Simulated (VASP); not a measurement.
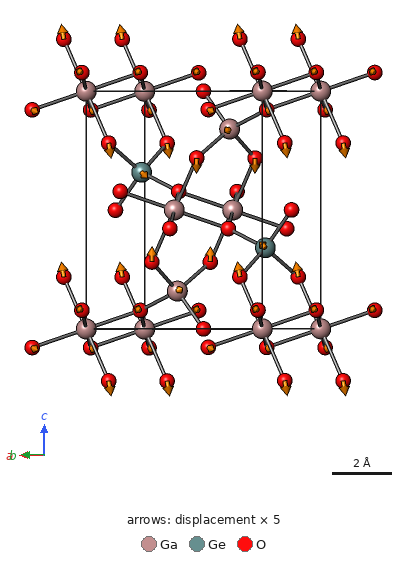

This is a relaxation of solid Ga2GeO5 (a generated structure, set up in P2/m). The starting structure is drawn; orange arrows show the displacements (the part carried along by the change of the cell is left out), magnified 5 times.

Style: ball-and-stick. Shown: the cell of the calculation, from a free direction.

The run lets cell and atoms move.

These are results of Kohn-Sham DFT of a periodic cell, PBE, VASP PAW PBE potentials, recommended in VASP 6.6.1, not measurements.

The input:
```
PREC = Normal
ENCUT = 520
EDIFF = 1E-4
ISMEAR = 0
SIGMA = 0.15
LREAL = Auto
LASPH = True
NELM = 60
ALGO = Fast
ISIF = 3
LWAVE = False
LCHARG = False
GGA = PE
IBRION = 2
NSW = 24
EDIFFG = -0.08
KPAR = 2
```

Launched with:
```bash
cat potpaw_PBE.64/Ga_d/POTCAR potpaw_PBE.64/Ge_d/POTCAR potpaw_PBE.64/O/POTCAR > POTCAR
mpirun -np 2 vasp_std > vasp.out
```

Q: What happened in the run?

A: The largest moves relative to the cell, 0.11 Å, are those of O atoms. Largest moves by element: O 0.11 Å, Ge 0.07 Å, Ga 0.06 Å. Cell: a 7.920 → 7.994 Å (+0.9 %), b 3.030 → 3.076 Å (+1.5 %), c 8.080 → 8.205 Å (+1.5 %), β 90.0° → 87.9°. Volume +4.0 %. Near-neighbour distances that change, for instance: Ga–O 2.034 → 2.199 Å, Ga–O 2.034 → 1.934 Å, Ga–O 1.791 → 1.890 Å, Ga–O 1.816 → 1.885 Å. Bond angles that change, for instance: O–Ga–O 109.8° → 113.7°, O–Ga–O 113.1° → 109.4°, Ga–O–Ga 113.1° → 109.4°. The space group stays P2/m (No. 10). After 14 geometry steps the energy has fallen by 48.8 meV per atom. Largest force component: 2.3 eV/Å at the start, 0.062 eV/Å at the end. The pressure goes from 6.32 to −0.74 GPa.
